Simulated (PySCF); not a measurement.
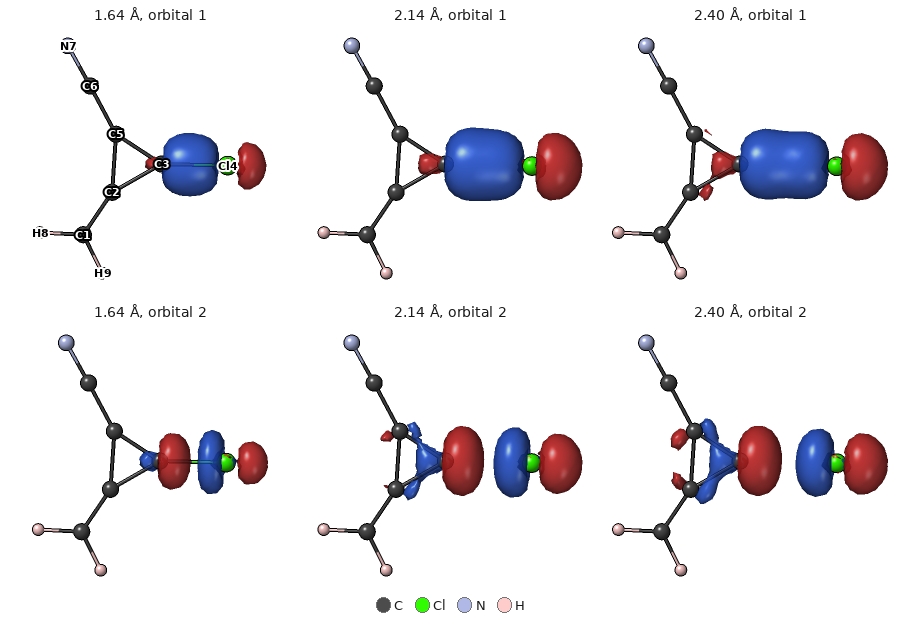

*C5H2ClN, SMILES `C=C1C(Cl)=C1C#N`. Rigid stretch of the C3–Cl4 bond. The two CASSCF(2,2) natural orbitals nearest half filling (orbital 1 the more occupied).*

PySCF calculation, 6-31G* basis, gas phase; geometry: GFN2-xTB. No frequency check shows the geometry to be a minimum. GFN2-xTB bond lengths at metals and heavier atoms can be off by up to 0.1 Å and shapes distorted, which carries into these values.

Input

```python
import numpy as np
from pyscf import gto, scf, mcscf

mol = gto.M(atom='''
C      0.04113    -2.57106     0.00000
C      0.00637    -1.26229     0.00000
C      0.58925     0.04630     0.00000
Cl     1.96171     0.99057     0.00000
C     -0.75290     0.01110     0.00000
C     -1.96723     0.65000     0.00000
N     -2.99506     1.16762     0.00000
H     -0.86100    -3.15652     0.00000
H      0.97767    -3.10075     0.00000
''', basis='6-31g*', charge=0, spin=0, verbose=4)
# stretch the bond between atoms 3 and 4, from long to short, fragments rigid
a, b, move = 2, 3, [3]
xyz = mol.atom_coords(unit='Angstrom')
u = xyz[b] - xyz[a]
r0 = np.linalg.norm(u)
rows, last, dm_u = [], None, None
for r in [4.98, 3.92, 3.2, 2.76, 2.4, 2.14, 1.96, 1.78, 1.64]:
    new = xyz.copy()
    new[move] += u / r0 * (r - r0)
    m = mol.set_geom_(new, unit='Angstrom', inplace=False)
    rhf = scf.RHF(m).density_fit(auxbasis='def2-universal-jkfit').run()
    uhf = scf.UHF(m).density_fit(auxbasis='def2-universal-jkfit').newton()
    if dm_u is None:
        c = rhf.mo_coeff
        h = m.nelectron // 2 - 1
        ca, cb = c.copy(), c.copy()
        ca[:, h], cb[:, h] = (c[:, h] + c[:, h + 1]) / 2**.5, (c[:, h] - c[:, h + 1]) / 2**.5
        dm_u = np.array([x[:, :h + 1] @ x[:, :h + 1].T for x in (ca, cb)])
    uhf.kernel(dm0=dm_u)
    for _ in range(3):
        c, _, stable, _ = uhf.stability(return_status=True)
        if stable:
            break
        uhf.kernel(c, uhf.mo_occ)
    dm_u = uhf.make_rdm1()
    mc = mcscf.CASSCF(rhf, 2, 2)
    mc.natorb = True
    mc.fix_spin_(ss=0)
    guess = mcscf.addons.make_natural_orbitals(uhf)[1] if last is None else mcscf.project_init_guess(mc, last.mo_coeff, last.mol)
    mc.kernel(guess)
    last = mc
    act = slice(mc.ncore, mc.ncore + mc.ncas)
    print('r %.3f  RHF %.6f  UHF %.6f  <S^2> %.3f  CASSCF %.6f  occupations' % (r, rhf.e_tot, uhf.e_tot, uhf.spin_square()[0], mc.e_tot), mc.mo_occ[act].round(4))
    rows.append((new, rhf.e_tot, uhf.e_tot, uhf.spin_square()[0], mc.e_tot, mc.mo_occ[act], mc.mo_coeff[:, act], dm_u[0] - dm_u[1], rhf.converged and uhf.converged and mc.converged))
    np.savez('result.npz', **{k: [row[i] for row in rows] for i, k in enumerate('xyz rhf uhf s2 cas occ c spin ok'.split())})
```

Run with:

```sh
OMP_NUM_THREADS=1 python input.py
```

The run took 16 min on 1 thread of Intel(R) Xeon(R) Processor @ 2.50GHz (Skylake/Cascade Lake), with other jobs on the host, peak memory 0.31 GiB.

How do the occupations change along the stretch?

Answer. 1.64 Å: 1.98 and 0.02; 2.14 Å: 1.91 and 0.09; 2.40 Å: 1.82 and 0.18. At the longest distance computed (4.98 Å) they are 1.00 and 1.00, and the effective number of unpaired electrons is 2.0.

UHF's ⟨S²⟩ passes 1 along the scan (up to 1.53), so it also polarises electrons outside the stretched bond; its energy lowering isn't due to that bond alone.

UHF already breaks spin symmetry near equilibrium here (⟨S²⟩ = 0.43 at 1.64 Å), for reasons apart from this bond.
